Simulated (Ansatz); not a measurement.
**Br···H₅NSi (SMILES [Br-].[SiH3]N) (charge −1): density, localisation and related maps**

Input file:

```
crystal:
  periodic: [false, false, false]
  atoms:
    - {symbol: Br, position_ang: [-0.910410, -1.599216, -2.909541]}
    - {symbol: Si, position_ang: [0.377561, 0.015232, 0.949998]}
    - {symbol: N, position_ang: [-0.077425, 0.684256, -0.550309]}
    - {symbol: H, position_ang: [1.636955, -0.766163, 0.806899]}
    - {symbol: H, position_ang: [0.636551, 1.134821, 1.911834]}
    - {symbol: H, position_ang: [-0.597282, -0.882724, 1.653431]}
    - {symbol: H, position_ang: [-0.795933, 1.392839, -0.543673]}
    - {symbol: H, position_ang: [-0.270017, 0.020854, -1.318740]}
basis:
  gaussian: {orbitals: "def2-TZVPPD.json"}
total_charge: -1
hamiltonian: {xc: pbe0, dispersion: d4}
output: {orbitals: {seedname: orbitals}}
```

Command:

```sh
ansatz run in.yaml --threads 4 --pin off --events-out ev --progress --plain --max-ram 9574MiB
```

Geometry: PBE0-D4/def2-TZVPD.

These are results of RKS PBE0-D4/def2-TZVPPD (Ansatz 0.2.0), not measurements.

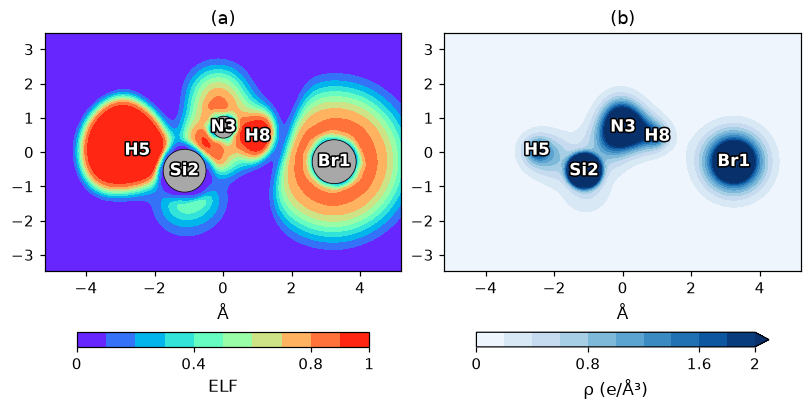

Figure 1. (a) ELF; (b) electron density on the plane of atoms N3, Si2 and H5. Grey discs cover the atomic cores in the ELF map.

Q: Describe what can be read from this map.

A: The section cuts through Br, Si, N and H sites. Br1···H8 (2.36 Å): the density falls to about 0.16 e/Å³ on the way; the ELF dips to about 0.15 between them. Si–N (1.70 Å): ρ is about 1.2 e/Å³ halfway; the ELF peaks at about 0.90 between the atoms, as expected for a shared but strongly polarised pair. N–H (1.03 Å): the density is about 2.8 e/Å³ at the midpoint; the ELF climbs to about 1 towards the hydrogen, as it does in any bond to H (an ordinary covalent bond to hydrogen). Si–H (1.50 Å): ρ at the midpoint is about 0.78 e/Å³; the ELF climbs to about 1 towards the hydrogen.

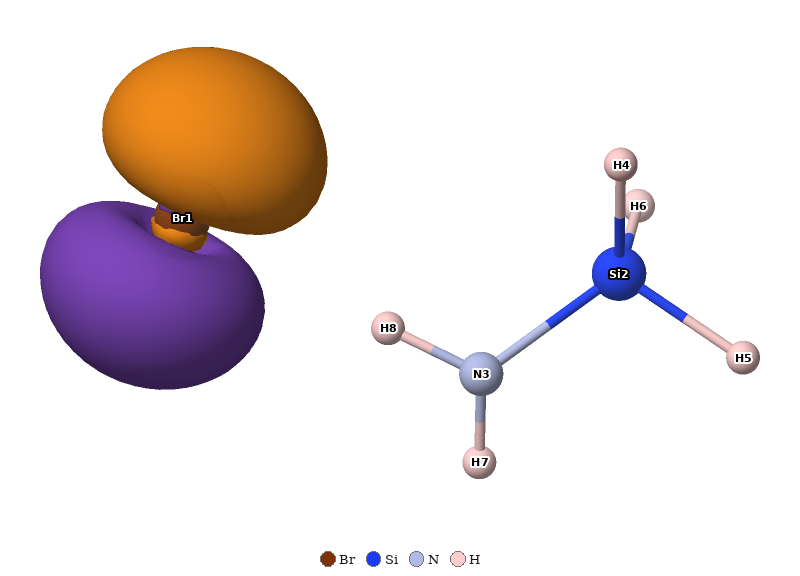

Figure 2. The HOMO−1 at ±0.15 Å⁻³ᐟ² (orange and purple are the two phases), seen across its widest extent.

Q: Describe this orbital and give its energy.

A: Its weight (Hirshfeld) is mainly on Br1 (about 100 %); largely a lone pair of Br1. Its energy is −1.72 eV.

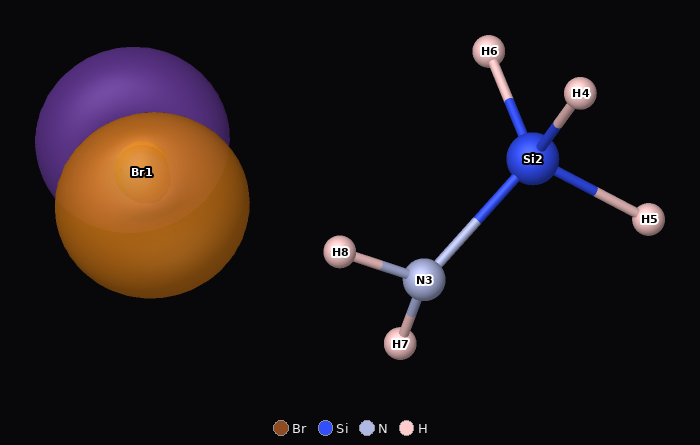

Figure 3. The HOMO at ±0.2 Å⁻³ᐟ² (orange and purple are the two phases), seen at an oblique angle.

Q: Describe this orbital and give its energy.

A: Its weight (Hirshfeld) is mainly on Br1 (about 100 %); largely a lone pair of Br1. Its energy is −1.70 eV.
